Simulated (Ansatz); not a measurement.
# One shape, several levels: AlNH3 (SMILES [NH2][AlH])

Aim: a comparison of 6 runs (UHF/cc-pVTZ, U-revPBE/cc-pVTZ, UB2PLYP/cc-pVTZ, UB3LYP/cc-pVTZ, UBLYP/cc-pVTZ, UCAM-B3LYP/cc-pVTZ) of AlNH3. 

The calculation is run with Ansatz 0.2.0.

41 further runs of the same task are left out: 41 set aside as unsound or not needed.

### 1 The structure to begin with

AlNH3 has 5 atoms, charge 0, and is taken as a doublet. SMILES: `[NH2][AlH]`. The Al2–H5 distance was set to 2.887 Å, away from the relaxed value. At this shape a bond of the SMILES string is far longer than usual.

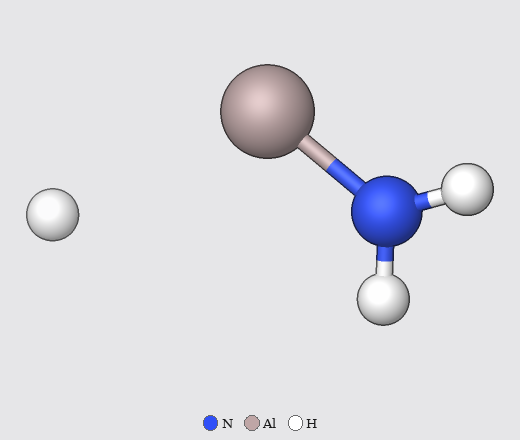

The structure, seen from a chosen angle (nitrogen blue, aluminium light grey, hydrogen white).

### 2 A single-point energy at UHF/cc-pVTZ (run 1)

The input, input.yaml:

```yaml
basis:
  gaussian:
    orbitals: cc-pVTZ
crystal:
  periodic: [false, false, false]
  atoms:
    - symbol: "N"
      position_ang: [0.399227, -1.626775, 0.844043]
    - symbol: Al
      position_ang: [1.352427, -0.132075, 0.789743]
    - symbol: H
      position_ang: [0.664327, -2.471275, 1.324443]
    - symbol: H
      position_ang: [-0.494473, -1.748775, 0.391543]
    - symbol: H
      position_ang: [0.191800, 2.041400, -0.715400]
magnetization:
  spin_polarized: true
  initial_magnetization: 1
hamiltonian:
  xc: hf
accuracy: high
output:
  orbitals: {seedname: orbitals}
```

Started as:

```sh
$ ansatz run input.yaml --threads 1 --pin off --max-ram 3480MiB --events-out events.jsonl --progress --plain --runs-dir runs
```

The log of the run:

```text
Warning: RAYON_NUM_THREADS=1 ignored (pool sized by the plan → 1); use --threads N
Functional definition: HF
  name "HF"
  exchange = exact_x
  correlation = 0
1750 factors; integrals over basis functions are off by at most 3.0e-9 eV
mean field evaluation 1: about -8107.2443 eV, gradient 2.7e1 eV
mean field evaluation 2: about -8107.2491 eV, gradient 2.7e1 eV
mean field evaluation 4: about -8110.8483 eV, gradient 2.9e0 eV
mean field evaluation 8: about -8111.1483 eV, gradient 2.7e-1 eV
mean field evaluation 16: about -8111.1560 eV, gradient 2.3e-8 eV
mean field evaluation 32: about -8101.2557 eV, gradient 1.0e1 eV
mean field -8111.15604621 eV, -298.0794867591 hartree, gradient 2.3e-8 eV, S^2 0.959225; 0 other end points of the search recorded, 0 dependent functions left out
reference -8111.15604621 eV, -298.0794867591 hartree; 12, 11 occupied and 94, 95 virtual orbitals, 1750 factors
Total energy: -8111.15604621 eV, -298.0794867591 hartree
```

It took 3.6 s on 1 thread of Intel Xeon 6975P-C (Granite Rapids), shared host; peak memory 0.28 GiB.

### 3 A single-point energy at U-revPBE/cc-pVTZ (run 2)

The input, job.yaml:

```yaml
crystal:
  periodic: [false, false, false]
  atoms:
    - {symbol: N, position_ang: [0.399227, -1.626775, 0.844043]}
    - {symbol: Al, position_ang: [1.352427, -0.132075, 0.789743]}
    - {symbol: H, position_ang: [0.664327, -2.471275, 1.324443]}
    - {symbol: H, position_ang: [-0.494473, -1.748775, 0.391543]}
    - {symbol: H, position_ang: [0.191800, 2.041400, -0.715400]}
basis:
  gaussian:
    orbitals: cc-pVTZ
magnetization:
  spin_polarized: true
  initial_magnetization: 1
hamiltonian:
  xc: {name: revPBE}
accuracy: high
output: {orbitals: {seedname: orbitals}}
```

Started as:

```sh
$ ansatz run job.yaml --threads 1 --pin off --max-ram 3480MiB --events-out events.jsonl --progress --plain --runs-dir runs
```

The log of the run:

```text
Warning: RAYON_NUM_THREADS=1 ignored (pool sized by the plan → 1); use --threads N
Functional definition: revPBE
  name "revPBE"
  parameter kappa = 1.245
  parameter beta = 0.06672455060314922
  exchange = pbe_x(kappa = kappa, mu = beta*pi^2/3)
  correlation = pbe_c(beta = beta)
1750 factors; integrals over basis functions are off by at most 3.0e-9 eV
mean field evaluation 1: about -8120.8940 eV, gradient 5.3e1 eV
mean field evaluation 2: about -8055.0955 eV, gradient 1.0e2 eV
mean field evaluation 4: about -8132.2622 eV, gradient 4.6e0 eV
mean field evaluation 8: about -8132.5269 eV, gradient 4.6e-1 eV
mean field evaluation 16: about -8132.5299 eV, gradient 4.5e-5 eV
mean field -8132.52985930 eV, -298.8649599025 hartree, gradient 4.7e-8 eV, S^2 0.794119; 0 other end points of the search recorded, 0 dependent functions left out
reference -8132.52986372 eV, -298.8649600650 hartree; 12, 11 occupied and 94, 95 virtual orbitals, 1750 factors
Total energy: -8132.52986372 eV, -298.8649600650 hartree
```

Wall time 4.2 s (1 thread of Intel Xeon 6975P-C (Granite Rapids), shared host); peak memory 0.28 GiB.

Run 3 isn't shown in full; the table further down has it.

### 4 The energy at UB3LYP/cc-pVTZ (run 4)

Changes to job.yaml since step 3:

```diff
@@ -9,9 +9,5 @@
 basis:
-  gaussian:
-    orbitals: cc-pVTZ
-magnetization:
-  spin_polarized: true
-  initial_magnetization: 1
-hamiltonian:
-  xc: {name: revPBE}
+  gaussian: {orbitals: cc-pVTZ}
+magnetization: {spin_polarized: true, initial_magnetization: 1}
+hamiltonian: {xc: {name: B3LYP}}
 accuracy: high
```

Started as:

```sh
$ ansatz run job.yaml --threads 1 --pin off --max-ram 3480MiB --events-out events.jsonl --progress --plain --runs-dir runs
```

The log of the run:

```text
Warning: RAYON_NUM_THREADS=1 ignored (pool sized by the plan → 1); use --threads N
Functional definition: B3LYP
  name "B3LYP"
  parameter a0 = 0.2
  parameter ax = 0.72
  parameter ac = 0.81
  exchange = (1 - a0 - ax)*slater_x + ax*b88_x + a0*exact_x
  correlation = (1 - ac)*vwn_rpa_c + ac*lyp_c
1750 factors; integrals over basis functions are off by at most 3.0e-9 eV
mean field evaluation 1: about -8125.7222 eV, gradient 4.8e1 eV
mean field evaluation 2: about -8083.6573 eV, gradient 8.5e1 eV
mean field evaluation 4: about -8134.3008 eV, gradient 7.0e0 eV
mean field evaluation 8: about -8135.1119 eV, gradient 6.0e-1 eV
mean field evaluation 16: about -8135.1192 eV, gradient 8.2e-4 eV
mean field evaluation 32: about -8135.1192 eV, gradient 1.2e-8 eV
mean field -8135.11923527 eV, -298.9601177145 hartree, gradient 1.3e-8 eV, S^2 0.786880; 0 other end points of the search recorded, 0 dependent functions left out
reference -8135.11927185 eV, -298.9601190584 hartree; 12, 11 occupied and 94, 95 virtual orbitals, 1750 factors
Total energy: -8135.11927185 eV, -298.9601190584 hartree
```

It took 6.3 s on 1 thread of Intel Xeon 6975P-C (Granite Rapids), shared host; peak memory 0.34 GiB.

Run 5 isn't shown in full; the table further down has it.

### 5 The energy at UCAM-B3LYP/cc-pVTZ (run 6)

Changes to job.yaml since step 4:

```diff
@@ -1 +1,3 @@
+basis:
+  gaussian: {orbitals: cc-pVTZ}
 crystal:
@@ -8,6 +10,4 @@
     - {symbol: H, position_ang: [0.191800, 2.041400, -0.715400]}
-basis:
-  gaussian: {orbitals: cc-pVTZ}
 magnetization: {spin_polarized: true, initial_magnetization: 1}
-hamiltonian: {xc: {name: B3LYP}}
+hamiltonian: {xc: {name: CAM-B3LYP}}
 accuracy: high
```

Started as:

```sh
$ ansatz run job.yaml --threads 1 --pin off --max-ram 3480MiB --events-out events.jsonl --progress --plain --runs-dir runs
```

The log of the run:

```text
Warning: RAYON_NUM_THREADS=1 ignored (pool sized by the plan → 1); use --threads N
Functional definition: CAM-B3LYP
  name "CAM-B3LYP"
  parameter alpha = 0.19
  parameter beta = 0.46
  parameter omega = 0.33/bohr
[... 1 set-up line as earlier in the session ...]
  exchange = (1 - alpha - beta)*b88_x + beta*b88_x_sr(omega) + alpha*exact_x + beta*exact_x_lr(omega)
  correlation = (1 - ac)*vwn5_c + ac*lyp_c
1750 factors; integrals over basis functions are off by at most 3.0e-9 eV
368 factors; integrals over basis functions are off by at most 1.9e-9 eV
mean field evaluation 1: about -8126.5326 eV, gradient 4.3e1 eV
mean field evaluation 2: about -8116.9043 eV, gradient 6.0e1 eV
mean field evaluation 4: about -8133.7142 eV, gradient 7.9e-1 eV
mean field evaluation 8: about -8133.7547 eV, gradient 1.5e-1 eV
mean field evaluation 16: about -8133.7558 eV, gradient 2.9e-3 eV
mean field evaluation 32: about -8133.7558 eV, gradient 1.5e-7 eV
mean field -8133.75577293 eV, -298.9100113974 hartree, gradient 4.7e-8 eV, S^2 0.800720; 0 other end points of the search recorded, 0 dependent functions left out
reference -8133.75579068 eV, -298.9100120499 hartree; 12, 11 occupied and 94, 95 virtual orbitals, 1750 factors
Total energy: -8133.75579068 eV, -298.9100120499 hartree
```

Run time: 8.1 s. Hardware: 1 thread of Intel Xeon 6975P-C (Granite Rapids), shared host; peak memory 0.38 GiB.

### 6 The series

```tsv
run	level	frozen core orbitals	energy (Eh)	HOMO energy (eV)	LUMO energy (eV)	⟨S²⟩	wall time
1	UHF/cc-pVTZ	–	-298.079487	-8.40	0.81	0.959	3.6 s
2	U-revPBE/cc-pVTZ	–	-298.864960	-5.27	-3.49	0.794	4.2 s
3	UB2PLYP/cc-pVTZ	6	-298.770260	-6.97	-1.55	0.823	8.1 s
4	UB3LYP/cc-pVTZ	–	-298.960119	-6.05	-3.15	0.787	6.3 s
5	UBLYP/cc-pVTZ	–	-298.920869	-5.15	-3.67	0.775	4.2 s
6	UCAM-B3LYP/cc-pVTZ	–	-298.910012	-7.38	-1.89	0.801	8.1 s
```

### 7 Summary of results

| quantity | value |
| --- | --- |
| run 6: total energy | -298.91001 Eh |
| run 6: HOMO energy (highest over α and β) | -7.38 eV |
| run 6: LUMO energy (lowest over α and β) | -1.89 eV |
| run 6: ⟨S²⟩ | 0.801 |

**Reading.** Totals of different functionals can't be ranked against each other. Spin contamination of the reference: run 1 ⟨S²⟩ = 0.96. All runs together took 35 s, the longest 8.1 s.
